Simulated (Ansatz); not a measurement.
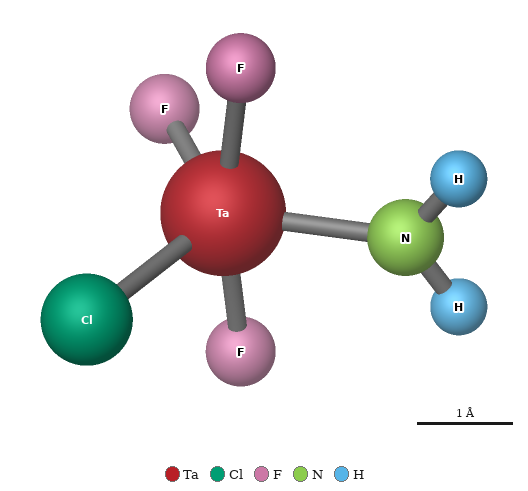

**Figure 1.** The structure as given in the input (ball-and-stick view, seen at a tilt). Sticks mark near contacts.

## Molecular dynamics of TaNH2ClF3 (part 1 of 4)

The run: molecular dynamics of TaNH2ClF3. Method and program: RKS PBE/def2-SVP (Ansatz 0.2.0).

It belongs to a series of runs on one base structure; here: dynamics from the start.

The program's output:
```
Engine: ansatz 0.2.0, x86_64-unknown-linux-gnu
Functional definition: PBE
  parameter kappa = 0.804
  parameter beta = 0.06672455060314922
  exchange = pbe_x(kappa = kappa, mu = beta*pi^2/3)
  correlation = pbe_c(beta = beta)
1231 factors; their error is unknown
mean field evaluation 1: about -23717.6479 eV, gradient 8.5e1 eV
mean field evaluation 2: about -23562.1720 eV, gradient 2.8e2 eV
mean field evaluation 4: about -23729.8663 eV, gradient 2.8e1 eV
mean field evaluation 8: about -23731.2995 eV, gradient 2.4e-1 eV
mean field evaluation 16: about -23731.2262 eV, gradient 1.5e-3 eV
mean field -23731.22615622 eV, -872.1064756384 hartree, gradient 2.9e-5 eV, S^2 0.000000; 0 other end points of the search recorded, 0 dependent functions left out
the calculation of the forces begins
reference -23731.22622114 eV, -872.1064780240 hartree; 33, 33 occupied and 83, 83 virtual orbitals, 1231 factors
md step     0: t =     0.00 fs  T =  1000.0 K  F+E_penalty+E_count = -23731.22615622 eV  E_kin = 0.775560 eV  conserved = -23730.45059623 eV  (31 SCF iters)
these checks for a lower state are left out or cut short: starts, cluster_reference, orbital_swaps, neighbouring_geometries, increment
1231 factors; their error is unknown
mean field -23731.22513220 eV, -872.1064380064 hartree, gradient 1.0e-5 eV, S^2 0.000000; 0 other end points of the search recorded, 0 dependent functions left out
the calculation of the forces begins
reference -23731.22519712 eV, -872.1064403918 hartree; 33, 33 occupied and 83, 83 virtual orbitals, 1231 factors
md step     1: t =     0.25 fs  T =   998.7 K  F+E_penalty+E_count = -23731.22513220 eV  E_kin = 0.774534 eV  conserved = -23730.45059795 eV  (32 SCF iters)
[... from here on the SCF iterations and repeated set-up lines of each step are left out, up to the last step ...]
md step     2: t =     0.50 fs  T =   994.8 K  F+E_penalty+E_count = -23731.22210415 eV  E_kin = 0.771508 eV  conserved = -23730.45059617 eV  (32 SCF iters)
md step     3: t =     0.75 fs  T =   988.3 K  F+E_penalty+E_count = -23731.21711360 eV  E_kin = 0.766523 eV  conserved = -23730.45059117 eV  (32 SCF iters)
md step     4: t =     1.00 fs  T =   979.5 K  F+E_penalty+E_count = -23731.21025393 eV  E_kin = 0.759671 eV  conserved = -23730.45058334 eV  (32 SCF iters)
md step     5: t =     1.25 fs  T =   968.4 K  F+E_penalty+E_count = -23731.20166355 eV  E_kin = 0.751091 eV  conserved = -23730.45057330 eV  (32 SCF iters)
md step     6: t =     1.50 fs  T =   955.4 K  F+E_penalty+E_count = -23731.19151599 eV  E_kin = 0.740956 eV  conserved = -23730.45056172 eV  (31 SCF iters)
md step     7: t =     1.75 fs  T =   940.6 K  F+E_penalty+E_count = -23731.18000855 eV  E_kin = 0.729462 eV  conserved = -23730.45054935 eV  (32 SCF iters)
md step     8: t =     2.00 fs  T =   924.3 K  F+E_penalty+E_count = -23731.16735011 eV  E_kin = 0.716817 eV  conserved = -23730.45053695 eV  (32 SCF iters)
md step     9: t =     2.25 fs  T =   906.7 K  F+E_penalty+E_count = -23731.15374906 eV  E_kin = 0.703230 eV  conserved = -23730.45052497 eV  (32 SCF iters)
md step    10: t =     2.50 fs  T =   888.3 K  F+E_penalty+E_count = -23731.13940333 eV  E_kin = 0.688898 eV  conserved = -23730.45051434 eV  (32 SCF iters)
md step    11: t =     2.75 fs  T =   869.0 K  F+E_penalty+E_count = -23731.12449010 eV  E_kin = 0.673998 eV  conserved = -23730.45050535 eV  (32 SCF iters)
md step    12: t =     3.00 fs  T =   849.3 K  F+E_penalty+E_count = -23731.10915965 eV  E_kin = 0.658679 eV  conserved = -23730.45049842 eV  (32 SCF iters)
md step    13: t =     3.25 fs  T =   829.2 K  F+E_penalty+E_count = -23731.09353007 eV  E_kin = 0.643061 eV  conserved = -23730.45049332 eV  (31 SCF iters)
md step    14: t =     3.50 fs  T =   808.7 K  F+E_penalty+E_count = -23731.07768651 eV  E_kin = 0.627228 eV  conserved = -23730.45049024 eV  (31 SCF iters)
md step    15: t =     3.75 fs  T =   788.1 K  F+E_penalty+E_count = -23731.06168132 eV  E_kin = 0.611232 eV  conserved = -23730.45048884 eV  (32 SCF iters)
md step    16: t =     4.00 fs  T =   767.3 K  F+E_penalty+E_count = -23731.04553861 eV  E_kin = 0.595099 eV  conserved = -23730.45048892 eV  (31 SCF iters)
md step    17: t =     4.25 fs  T =   746.3 K  F+E_penalty+E_count = -23731.02925977 eV  E_kin = 0.578831 eV  conserved = -23730.45048953 eV  (31 SCF iters)
md step    18: t =     4.50 fs  T =   725.2 K  F+E_penalty+E_count = -23731.01283373 eV  E_kin = 0.562417 eV  conserved = -23730.45049038 eV  (31 SCF iters)
md step    19: t =     4.75 fs  T =   703.8 K  F+E_penalty+E_count = -23730.99624609 eV  E_kin = 0.545844 eV  conserved = -23730.45049069 eV  (32 SCF iters)
md step    20: t =     5.00 fs  T =   682.2 K  F+E_penalty+E_count = -23730.97949094 eV  E_kin = 0.529105 eV  conserved = -23730.45048976 eV  (32 SCF iters)
md step    21: t =     5.25 fs  T =   660.4 K  F+E_penalty+E_count = -23730.96258161 eV  E_kin = 0.512216 eV  conserved = -23730.45048702 eV  (31 SCF iters)
md step    22: t =     5.50 fs  T =   638.5 K  F+E_penalty+E_count = -23730.94555993 eV  E_kin = 0.495219 eV  conserved = -23730.45048204 eV  (32 SCF iters)
md step    23: t =     5.75 fs  T =   616.6 K  F+E_penalty+E_count = -23730.92850262 eV  E_kin = 0.478189 eV  conserved = -23730.45047471 eV  (31 SCF iters)
md step    24: t =     6.00 fs  T =   594.7 K  F+E_penalty+E_count = -23730.91152347 eV  E_kin = 0.461242 eV  conserved = -23730.45046532 eV  (33 SCF iters)
md step    25: t =     6.25 fs  T =   573.2 K  F+E_penalty+E_count = -23730.89477005 eV  E_kin = 0.444523 eV  conserved = -23730.45045410 eV  (33 SCF iters)
md step    26: t =     6.50 fs  T =   552.1 K  F+E_penalty+E_count = -23730.87841647 eV  E_kin = 0.428207 eV  conserved = -23730.45044200 eV  (33 SCF iters)
md step    27: t =     6.75 fs  T =   531.8 K  F+E_penalty+E_count = -23730.86265005 eV  E_kin = 0.412479 eV  conserved = -23730.45043005 eV  (33 SCF iters)
md step    28: t =     7.00 fs  T =   512.6 K  F+E_penalty+E_count = -23730.84765528 eV  E_kin = 0.397523 eV  conserved = -23730.45041935 eV  (33 SCF iters)
md step    29: t =     7.25 fs  T =   494.5 K  F+E_penalty+E_count = -23730.83359631 eV  E_kin = 0.383501 eV  conserved = -23730.45041099 eV  (33 SCF iters)
md step    30: t =     7.50 fs  T =   477.8 K  F+E_penalty+E_count = -23730.82060041 eV  E_kin = 0.370542 eV  conserved = -23730.45040580 eV  (33 SCF iters)
md step    31: t =     7.75 fs  T =   462.5 K  F+E_penalty+E_count = -23730.80874491 eV  E_kin = 0.358720 eV  conserved = -23730.45040428 eV  (33 SCF iters)
md step    32: t =     8.00 fs  T =   448.8 K  F+E_penalty+E_count = -23730.79804956 eV  E_kin = 0.348056 eV  conserved = -23730.45040653 eV  (33 SCF iters)
md step    33: t =     8.25 fs  T =   436.5 K  F+E_penalty+E_count = -23730.78847522 eV  E_kin = 0.338510 eV  conserved = -23730.45041221 eV  (33 SCF iters)
md step    34: t =     8.50 fs  T =   425.5 K  F+E_penalty+E_count = -23730.77992928 eV  E_kin = 0.329992 eV  conserved = -23730.45042063 eV  (33 SCF iters)
md step    35: t =     8.75 fs  T =   415.7 K  F+E_penalty+E_count = -23730.77227649 eV  E_kin = 0.322367 eV  conserved = -23730.45043101 eV  (33 SCF iters)
md step    36: t =     9.00 fs  T =   406.8 K  F+E_penalty+E_count = -23730.76535315 eV  E_kin = 0.315472 eV  conserved = -23730.45044207 eV  (33 SCF iters)
md step    37: t =     9.25 fs  T =   398.6 K  F+E_penalty+E_count = -23730.75898405 eV  E_kin = 0.309133 eV  conserved = -23730.45045294 eV  (33 SCF iters)
md step    38: t =     9.50 fs  T =   390.9 K  F+E_penalty+E_count = -23730.75299796 eV  E_kin = 0.303179 eV  conserved = -23730.45046275 eV  (33 SCF iters)
md step    39: t =     9.75 fs  T =   383.5 K  F+E_penalty+E_count = -23730.74724156 eV  E_kin = 0.297459 eV  conserved = -23730.45047082 eV  (32 SCF iters)
md step    40: t =    10.00 fs  T =   376.3 K  F+E_penalty+E_count = -23730.74159000 eV  E_kin = 0.291846 eV  conserved = -23730.45047664 eV  (33 SCF iters)
md step    41: t =    10.25 fs  T =   369.1 K  F+E_penalty+E_count = -23730.73595416 eV  E_kin = 0.286254 eV  conserved = -23730.45048019 eV  (33 SCF iters)
md step    42: t =    10.50 fs  T =   361.8 K  F+E_penalty+E_count = -23730.73028313 eV  E_kin = 0.280630 eV  conserved = -23730.45048124 eV  (33 SCF iters)
md step    43: t =    10.75 fs  T =   354.5 K  F+E_penalty+E_count = -23730.72456469 eV  E_kin = 0.274962 eV  conserved = -23730.45048029 eV  (33 SCF iters)
md step    44: t =    11.00 fs  T =   347.2 K  F+E_penalty+E_count = -23730.71882115 eV  E_kin = 0.269271 eV  conserved = -23730.45047752 eV  (33 SCF iters)
md step    45: t =    11.25 fs  T =   339.9 K  F+E_penalty+E_count = -23730.71310424 eV  E_kin = 0.263610 eV  conserved = -23730.45047340 eV  (33 SCF iters)
md step    46: t =    11.50 fs  T =   332.7 K  F+E_penalty+E_count = -23730.70748752 eV  E_kin = 0.258051 eV  conserved = -23730.45046837 eV  (33 SCF iters)
md step    47: t =    11.75 fs  T =   325.8 K  F+E_penalty+E_count = -23730.70205811 eV  E_kin = 0.252681 eV  conserved = -23730.45046305 eV  (33 SCF iters)
md step    48: t =    12.00 fs  T =   319.2 K  F+E_penalty+E_count = -23730.69690747 eV  E_kin = 0.247590 eV  conserved = -23730.45045792 eV  (32 SCF iters)
md step    49: t =    12.25 fs  T =   313.1 K  F+E_penalty+E_count = -23730.69212274 eV  E_kin = 0.242865 eV  conserved = -23730.45045355 eV  (32 SCF iters)
md step    50: t =    12.50 fs  T =   307.6 K  F+E_penalty+E_count = -23730.68777823 eV  E_kin = 0.238581 eV  conserved = -23730.45045033 eV  (33 SCF iters)
md step    51: t =    12.75 fs  T =   302.7 K  F+E_penalty+E_count = -23730.68392857 eV  E_kin = 0.234791 eV  conserved = -23730.45044861 eV  (33 SCF iters)
md step    52: t =    13.00 fs  T =   298.5 K  F+E_penalty+E_count = -23730.68060318 eV  E_kin = 0.231525 eV  conserved = -23730.45044840 eV  (33 SCF iters)
md step    53: t =    13.25 fs  T =   295.0 K  F+E_penalty+E_count = -23730.67780393 eV  E_kin = 0.228785 eV  conserved = -23730.45045007 eV  (33 SCF iters)
md step    54: t =    13.50 fs  T =   292.1 K  F+E_penalty+E_count = -23730.67550368 eV  E_kin = 0.226543 eV  conserved = -23730.45045330 eV  (33 SCF iters)
md step    55: t =    13.75 fs  T =   289.8 K  F+E_penalty+E_count = -23730.67364939 eV  E_kin = 0.224747 eV  conserved = -23730.45045777 eV  (33 SCF iters)
md step    56: t =    14.00 fs  T =   288.0 K  F+E_penalty+E_count = -23730.67216724 eV  E_kin = 0.223325 eV  conserved = -23730.45046304 eV  (33 SCF iters)
md step    57: t =    14.25 fs  T =   286.5 K  F+E_penalty+E_count = -23730.67097050 eV  E_kin = 0.222189 eV  conserved = -23730.45046845 eV  (33 SCF iters)
md step    58: t =    14.50 fs  T =   285.3 K  F+E_penalty+E_count = -23730.66996976 eV  E_kin = 0.221252 eV  conserved = -23730.45047328 eV  (33 SCF iters)
md step    59: t =    14.75 fs  T =   284.2 K  F+E_penalty+E_count = -23730.66908453 eV  E_kin = 0.220433 eV  conserved = -23730.45047682 eV  (33 SCF iters)
md step    60: t =    15.00 fs  T =   283.2 K  F+E_penalty+E_count = -23730.66825521 eV  E_kin = 0.219674 eV  conserved = -23730.45047835 eV  (33 SCF iters)
md step    61: t =    15.25 fs  T =   282.3 K  F+E_penalty+E_count = -23730.66745428 eV  E_kin = 0.218947 eV  conserved = -23730.45047732 eV  (33 SCF iters)
md step    62: t =    15.50 fs  T =   281.4 K  F+E_penalty+E_count = -23730.66669526 eV  E_kin = 0.218267 eV  conserved = -23730.45047325 eV  (33 SCF iters)
md step    63: t =    15.75 fs  T =   280.7 K  F+E_penalty+E_count = -23730.66603857 eV  E_kin = 0.217694 eV  conserved = -23730.45046634 eV  (33 SCF iters)
md step    64: t =    16.00 fs  T =   280.2 K  F+E_penalty+E_count = -23730.66559166 eV  E_kin = 0.217336 eV  conserved = -23730.45045660 eV  (33 SCF iters)
md step    65: t =    16.25 fs  T =   280.2 K  F+E_penalty+E_count = -23730.66550558 eV  E_kin = 0.217342 eV  conserved = -23730.45044489 eV  (33 SCF iters)
md step    66: t =    16.50 fs  T =   281.0 K  F+E_penalty+E_count = -23730.66596449 eV  E_kin = 0.217897 eV  conserved = -23730.45043197 eV  (33 SCF iters)
md step    67: t =    16.75 fs  T =   282.6 K  F+E_penalty+E_count = -23730.66717188 eV  E_kin = 0.219202 eV  conserved = -23730.45041897 eV  (33 SCF iters)
md step    68: t =    17.00 fs  T =   285.6 K  F+E_penalty+E_count = -23730.66933292 eV  E_kin = 0.221463 eV  conserved = -23730.45040715 eV  (33 SCF iters)
md step    69: t =    17.25 fs  T =   289.9 K  F+E_penalty+E_count = -23730.67263522 eV  E_kin = 0.224866 eV  conserved = -23730.45039754 eV  (33 SCF iters)
md step    70: t =    17.50 fs  T =   296.0 K  F+E_penalty+E_count = -23730.67723098 eV  E_kin = 0.229563 eV  conserved = -23730.45039110 eV  (33 SCF iters)
md step    71: t =    17.75 fs  T =   303.9 K  F+E_penalty+E_count = -23730.68322169 eV  E_kin = 0.235655 eV  conserved = -23730.45038851 eV  (34 SCF iters)
md step    72: t =    18.00 fs  T =   313.6 K  F+E_penalty+E_count = -23730.69064745 eV  E_kin = 0.243183 eV  conserved = -23730.45039001 eV  (34 SCF iters)
md step    73: t =    18.25 fs  T =   325.1 K  F+E_penalty+E_count = -23730.69948258 eV  E_kin = 0.252123 eV  conserved = -23730.45039563 eV  (33 SCF iters)
md step    74: t =    18.50 fs  T =   338.3 K  F+E_penalty+E_count = -23730.70963665 eV  E_kin = 0.262384 eV  conserved = -23730.45040484 eV  (32 SCF iters)
md step    75: t =    18.75 fs  T =   353.1 K  F+E_penalty+E_count = -23730.72096198 eV  E_kin = 0.273821 eV  conserved = -23730.45041687 eV  (33 SCF iters)
md step    76: t =    19.00 fs  T =   369.1 K  F+E_penalty+E_count = -23730.73326544 eV  E_kin = 0.286241 eV  conserved = -23730.45043078 eV  (33 SCF iters)
md step    77: t =    19.25 fs  T =   386.1 K  F+E_penalty+E_count = -23730.74632348 eV  E_kin = 0.299424 eV  conserved = -23730.45044561 eV  (33 SCF iters)
md step    78: t =    19.50 fs  T =   403.8 K  F+E_penalty+E_count = -23730.75989824 eV  E_kin = 0.313133 eV  conserved = -23730.45046034 eV  (33 SCF iters)
md step    79: t =    19.75 fs  T =   421.8 K  F+E_penalty+E_count = -23730.77375377 eV  E_kin = 0.327132 eV  conserved = -23730.45047410 eV  (33 SCF iters)
md step    80: t =    20.00 fs  T =   439.9 K  F+E_penalty+E_count = -23730.78767010 eV  E_kin = 0.341204 eV  conserved = -23730.45048615 eV  (33 SCF iters)
md step    81: t =    20.25 fs  T =   457.9 K  F+E_penalty+E_count = -23730.80145449 eV  E_kin = 0.355155 eV  conserved = -23730.45049607 eV  (33 SCF iters)
md step    82: t =    20.50 fs  T =   475.6 K  F+E_penalty+E_count = -23730.81494885 eV  E_kin = 0.368827 eV  conserved = -23730.45050370 eV  (33 SCF iters)
md step    83: t =    20.75 fs  T =   492.7 K  F+E_penalty+E_count = -23730.82803292 eV  E_kin = 0.382102 eV  conserved = -23730.45050889 eV  (33 SCF iters)
md step    84: t =    21.00 fs  T =   509.2 K  F+E_penalty+E_count = -23730.84062441 eV  E_kin = 0.394895 eV  conserved = -23730.45051212 eV  (33 SCF iters)
md step    85: t =    21.25 fs  T =   525.0 K  F+E_penalty+E_count = -23730.85267427 eV  E_kin = 0.407158 eV  conserved = -23730.45051371 eV  (33 SCF iters)
md step    86: t =    21.50 fs  T =   540.1 K  F+E_penalty+E_count = -23730.86416052 eV  E_kin = 0.418866 eV  conserved = -23730.45051429 eV  (33 SCF iters)
md step    87: t =    21.75 fs  T =   554.5 K  F+E_penalty+E_count = -23730.87507934 eV  E_kin = 0.430017 eV  conserved = -23730.45051427 eV  (33 SCF iters)
md step    88: t =    22.00 fs  T =   568.1 K  F+E_penalty+E_count = -23730.88543614 eV  E_kin = 0.440614 eV  conserved = -23730.45051428 eV  (33 SCF iters)
md step    89: t =    22.25 fs  T =   581.1 K  F+E_penalty+E_count = -23730.89523610 eV  E_kin = 0.450662 eV  conserved = -23730.45051476 eV  (33 SCF iters)
md step    90: t =    22.50 fs  T =   593.3 K  F+E_penalty+E_count = -23730.90447623 eV  E_kin = 0.460157 eV  conserved = -23730.45051613 eV  (33 SCF iters)
md step    91: t =    22.75 fs  T =   604.8 K  F+E_penalty+E_count = -23730.91313896 eV  E_kin = 0.469082 eV  conserved = -23730.45051862 eV  (33 SCF iters)
md step    92: t =    23.00 fs  T =   615.6 K  F+E_penalty+E_count = -23730.92118821 eV  E_kin = 0.477399 eV  conserved = -23730.45052230 eV  (33 SCF iters)
md step    93: t =    23.25 fs  T =   625.4 K  F+E_penalty+E_count = -23730.92856823 eV  E_kin = 0.485053 eV  conserved = -23730.45052702 eV  (33 SCF iters)
md step    94: t =    23.50 fs  T =   634.3 K  F+E_penalty+E_count = -23730.93520533 eV  E_kin = 0.491970 eV  conserved = -23730.45053252 eV  (33 SCF iters)
md step    95: t =    23.75 fs  T =   642.2 K  F+E_penalty+E_count = -23730.94101220 eV  E_kin = 0.498063 eV  conserved = -23730.45053837 eV  (33 SCF iters)
md step    96: t =    24.00 fs  T =   648.9 K  F+E_penalty+E_count = -23730.94589465 eV  E_kin = 0.503237 eV  conserved = -23730.45054402 eV  (33 SCF iters)
md step    97: t =    24.25 fs  T =   654.2 K  F+E_penalty+E_count = -23730.94976003 eV  E_kin = 0.507400 eV  conserved = -23730.45054889 eV  (33 SCF iters)
md step    98: t =    24.50 fs  T =   658.2 K  F+E_penalty+E_count = -23730.95252648 eV  E_kin = 0.510469 eV  conserved = -23730.45055238 eV  (33 SCF iters)
md step    99: t =    24.75 fs  T =   660.7 K  F+E_penalty+E_count = -23730.95413196 eV  E_kin = 0.512384 eV  conserved = -23730.45055399 eV  (33 SCF iters)
md step   100: t =    25.00 fs  T =   661.6 K  F+E_penalty+E_count = -23730.95454215 eV  E_kin = 0.513109 eV  conserved = -23730.45055334 eV  (33 SCF iters)
md step   101: t =    25.25 fs  T =   661.0 K  F+E_penalty+E_count = -23730.95375621 eV  E_kin = 0.512642 eV  conserved = -23730.45055038 eV  (33 SCF iters)
md step   102: t =    25.50 fs  T =   658.9 K  F+E_penalty+E_count = -23730.95180911 eV  E_kin = 0.511019 eV  conserved = -23730.45054510 eV  (33 SCF iters)
md step   103: t =    25.75 fs  T =   655.4 K  F+E_penalty+E_count = -23730.94877125 eV  E_kin = 0.508307 eV  conserved = -23730.45053786 eV  (33 SCF iters)
md step   104: t =    26.00 fs  T =   650.6 K  F+E_penalty+E_count = -23730.94474407 eV  E_kin = 0.504609 eV  conserved = -23730.45052897 eV  (33 SCF iters)
md step   105: t =    26.25 fs  T =   644.8 K  F+E_penalty+E_count = -23730.93985346 eV  E_kin = 0.500047 eV  conserved = -23730.45051906 eV  (33 SCF iters)
```
